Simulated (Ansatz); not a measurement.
**CH₅BOSi: how energies converge with the basis set**

Aim: see how fast density functionals converge with the basis set for CH₅BOSi.

Computed with Ansatz 0.2.0, Gaussian basis. Level: one geometry, several basis sets.

Plan: PBE0-D4/def2-SVP; ωB97M-V/def2-SVP; PBE0-D4/def2-QZVPP; ωB97M-V/def2-QZVPP; the functionals' def2-TZVPP values are taken from earlier runs.

### Step 1. Structure used throughout

The geometry comes from an earlier relaxation with PBE0-D4 in a triple-zeta def2 set; it is a stationary point, not always the lowest conformer.

SMILES `[SiH3]B1CO1`, 9 atoms, charge 0, spin multiplicity 1.

Atoms are counted from 1 here; the program's logs count them from 0.

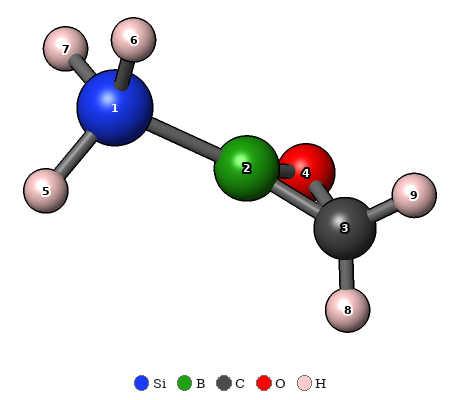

The structure; silicon blue, boron green, carbon dark grey, oxygen red, hydrogen pink; atoms are numbered from 1 in the order of the file.

As a file:

```
Si   -0.6174    1.0875   -1.0568
B     0.3287   -0.1751    0.1679
C     0.4977   -1.2676    1.2111
O     1.5715   -0.5075    0.5149
H    -1.4609    0.3021   -1.9972
H    -1.5069    1.9640   -0.2486
H     0.3264    1.9315   -1.8342
H     0.4912   -2.3216    0.9495
H     0.4582   -1.0596    2.2763
```

### Step 2. PBE0-D4 in def2-SVP

File in.yaml:

```yaml
crystal:
  periodic: [false, false, false]
  atoms:
    - {symbol: Si, position_ang: [-0.617385, 1.087473, -1.056798]}
    - {symbol: B, position_ang: [0.328716, -0.175071, 0.167853]}
    - {symbol: C, position_ang: [0.497714, -1.267563, 1.211091]}
    - {symbol: O, position_ang: [1.571538, -0.507490, 0.514891]}
    - {symbol: H, position_ang: [-1.460875, 0.302117, -1.997230]}
    - {symbol: H, position_ang: [-1.506896, 1.963952, -0.248590]}
    - {symbol: H, position_ang: [0.326411, 1.931491, -1.834164]}
    - {symbol: H, position_ang: [0.491210, -2.321561, 0.949474]}
    - {symbol: H, position_ang: [0.458167, -1.059647, 2.276273]}
basis:
  gaussian: {orbitals: def2-SVP}
hamiltonian: {xc: pbe0, dispersion: d4}
output: {orbitals: {seedname: orbitals}}
```

Run with:

```console
$ ansatz run in.yaml --threads 2 --pin off --events-out ev --progress --plain --max-ram 4352MiB
```

The runs that follow: ωB97M-V in def2-SVP; PBE0-D4 in def2-QZVPP; ωB97M-V in def2-QZVPP.

Q: Predict the results of all the runs planned. Wanted: PBE0-D4: double and triple zeta above quadruple; ωB97M-V: double and triple zeta above quadruple.

**Answer**, as computed:

| quantity | value |
| --- | --- |
| PBE0-D4: double and triple zeta above quadruple | 7.59, 0.48 eV |
| ωB97M-V: double and triple zeta above quadruple | 7.74, 0.45 eV |

What this shows: PBE0-D4 gains 7.11 eV from double to triple zeta, then 0.48 eV more. Total energies overstate the basis error of differences, where much of it tends to cancel.
